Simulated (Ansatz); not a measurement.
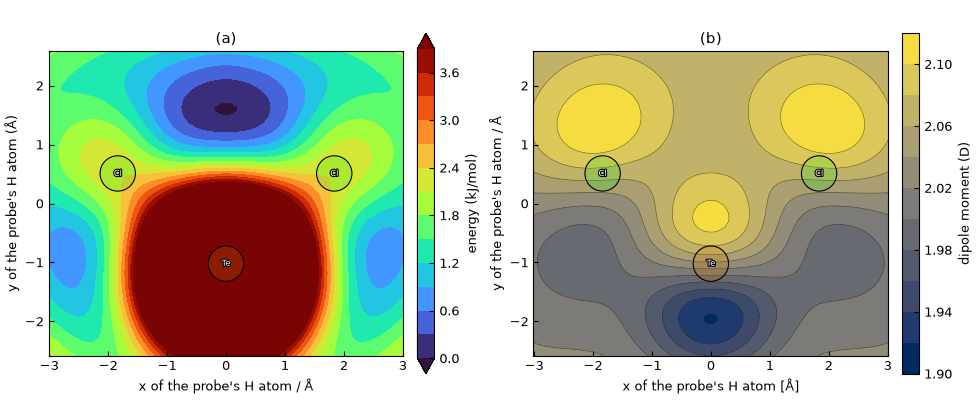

Cl₂Te with the probe H2. The probe is moved over a plane parallel to the molecule's main plane, 2.50 Å above it. The first coordinate is: x of the probe's H atom; the second: y of the probe's H atom. Nothing is relaxed (molecule and probe rigid, the probe upright with H nearest the plane). The scan uses a 15 × 13 grid; 104 points were computed and 91 follow by symmetry. Energies: kJ/mol, counted from the lowest grid point. Method: RKS PBE-D4/def2-SVPD (Ansatz 0.2.0).

Panel (a) is the energy; panel (b) is the computed dipole moment, in D.

The picture shows filled contours, labelled circles for the molecule's atoms, projected on the plane, one colour for all values above the top of the scale. Between grid points the surface is interpolated.

> How does the dipole moment vary over the map, and what is it at the lowest grid point?

Leaving out the highest fifth of the energies, it runs from 1.99 D at x of the probe's H atom = −2.15 Å, y of the probe's H atom = −0.86 Å to 2.12 D at x of the probe's H atom = −1.72 Å, y of the probe's H atom = 1.29 Å. At the lowest grid point, x of the probe's H atom = 0.00 Å, y of the probe's H atom = 1.72 Å, it is 2.07 D.

| y of the probe's H atom ↓, x of the probe's H atom → | −3.01 | −2.58 | −2.15 | −1.72 | −1.29 | −0.86 | −0.43 | 0.00 | 0.43 | 0.86 | 1.29 | 1.72 | 2.15 | 2.58 | 3.01 |
| --- | --- | --- | --- | --- | --- | --- | --- | --- | --- | --- | --- | --- | --- | --- | --- |
| 2.58 | 2.06 | 2.07 | 2.08 | 2.08 | 2.08 | 2.07 | 2.07 | 2.06 | 2.07 | 2.07 | 2.08 | 2.08 | 2.08 | 2.07 | 2.06 |
| 2.15 | 2.07 | 2.08 | 2.09 | 2.09 | 2.09 | 2.08 | 2.07 | 2.07 | 2.07 | 2.08 | 2.09 | 2.09 | 2.09 | 2.08 | 2.07 |
| 1.72 | 2.08 | 2.10 | 2.11 | 2.11 | 2.10 | 2.09 | 2.07 | 2.07 | 2.07 | 2.09 | 2.10 | 2.11 | 2.11 | 2.10 | 2.08 |
| 1.29 | 2.08 | 2.10 | 2.11 | 2.12 | 2.10 | 2.09 | 2.07 | 2.07 | 2.07 | 2.09 | 2.10 | 2.12 | 2.11 | 2.10 | 2.08 |
| 0.86 | 2.07 | 2.09 | 2.10 | 2.10 | 2.09 | 2.08 | 2.07 | 2.07 | 2.07 | 2.08 | 2.09 | 2.10 | 2.10 | 2.09 | 2.07 |
| 0.43 | 2.05 | 2.06 | 2.06 | 2.06 | 2.06 | 2.07 | 2.08 | 2.08 | 2.08 | 2.07 | 2.06 | 2.06 | 2.06 | 2.06 | 2.05 |
| 0.00 | 2.03 | 2.03 | 2.02 | 2.03 | 2.04 | 2.07 | 2.09 | 2.10 | 2.09 | 2.07 | 2.04 | 2.03 | 2.02 | 2.03 | 2.03 |
| −0.43 | 2.01 | 2.00 | 2.00 | 2.00 | 2.03 | 2.06 | 2.09 | 2.10 | 2.09 | 2.06 | 2.03 | 2.00 | 2.00 | 2.00 | 2.01 |
| −0.86 | 2.00 | 1.99 | 1.99 | 2.00 | 2.01 | 2.04 | 2.05 | 2.06 | 2.05 | 2.04 | 2.01 | 2.00 | 1.99 | 1.99 | 2.00 |
| −1.29 | 2.00 | 2.00 | 1.99 | 2.00 | 2.00 | 2.00 | 1.99 | 1.99 | 1.99 | 2.00 | 2.00 | 2.00 | 1.99 | 2.00 | 2.00 |
| −1.72 | 2.01 | 2.00 | 2.00 | 2.00 | 1.99 | 1.97 | 1.94 | 1.93 | 1.94 | 1.97 | 1.99 | 2.00 | 2.00 | 2.00 | 2.01 |
| −2.15 | 2.02 | 2.01 | 2.01 | 2.01 | 1.99 | 1.97 | 1.94 | 1.92 | 1.94 | 1.97 | 1.99 | 2.01 | 2.01 | 2.01 | 2.02 |
| −2.58 | 2.02 | 2.02 | 2.02 | 2.02 | 2.01 | 1.99 | 1.97 | 1.96 | 1.97 | 1.99 | 2.01 | 2.02 | 2.02 | 2.02 | 2.02 |
